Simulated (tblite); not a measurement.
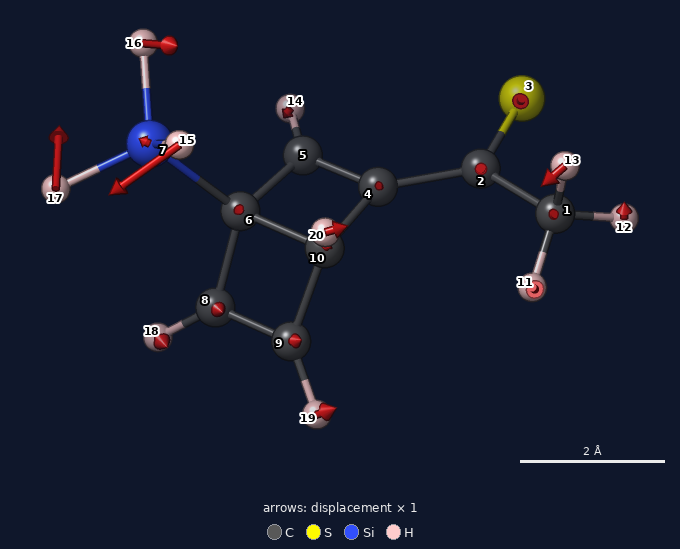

This is a relaxation of C$_{8}$H$_{10}$SSi. The starting structure is drawn; red arrows show the displacements, at their true length. The two geometries are superimposed by the best rigid fit.

A ball-and-stick model, seen face on.

These are results of GFN2-xTB geometry optimisation, gas phase in tblite, not measurements. 

> What did the optimiser do to the structure, and how much energy did it gain?

Over 183 geometry steps the energy falls by 18.0 kcal/mol. H15 moves most after the best rigid fit: 1.25 Å. By element the largest moves are H 1.25 Å, S 0.29 Å, C 0.26 Å, Si 0.18 Å. Among the contacts that change: C6–C10 1.490 → 1.566 Å, C6–C8 1.454 → 1.516 Å, C5–C6 1.457 → 1.499 Å, C6–Si7 1.849 → 1.889 Å. Bond angles that change, for instance: C6–C10–H20 115.4° → 124.6°, Si7–C6–C10 116.6° → 123.3°, H11–C1–H13 113.9° → 107.7°. Groups turn about C6–Si7 by about 55°, C1–C2 by about 25°.
